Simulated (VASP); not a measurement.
Band structure of NaF (rock salt). Computed with PBE GGA, VASP's PBE PAW potentials (set 64) (plane waves; VASP).

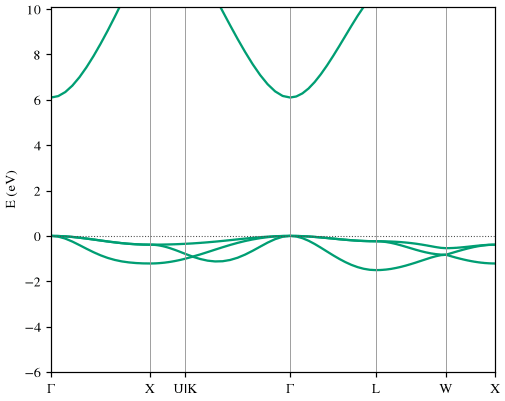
Fig. 1. Bands along high-symmetry lines, zero at the valence-band maximum or, without a gap, the Fermi level

### Question
Read the plot: is there a gap, and where are the band edges?

### Answer
The gap is direct, 6.10 eV, from the valence maximum at Γ to the conduction minimum at Γ. (Edges off the drawn lines would not show.)

Measured: gap 11.70 eV (computed value off by -5.60 eV), as given by David Koller et al., Journal of Physics Condensed Matter (2013), arXiv:1304.4470.

The compound is NaF in the rock salt structure. It was relaxed first.
